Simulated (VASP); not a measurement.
Band structure of Be (relaxed from the simple-cubic structure, space group Pm-3m). Level of theory: r2SCAN meta-GGA, VASP's PBE PAW potentials (set 64) (plane waves; VASP).

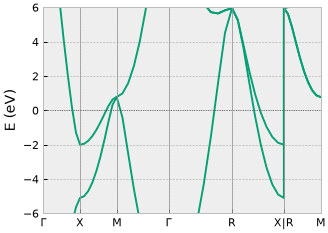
Fig. 1. Bands along high-symmetry lines, zero at the valence-band maximum or, without a gap, the Fermi level

Question: Read the plot: is there a gap, and where are the band edges?

Answer: It has no gap at this level: it comes out as a metal or semimetal.

The structure was generated: Be was put into the simple-cubic type (Pm-3m), which need not be its known phase. It was relaxed first, which changed the volume by +12 %.
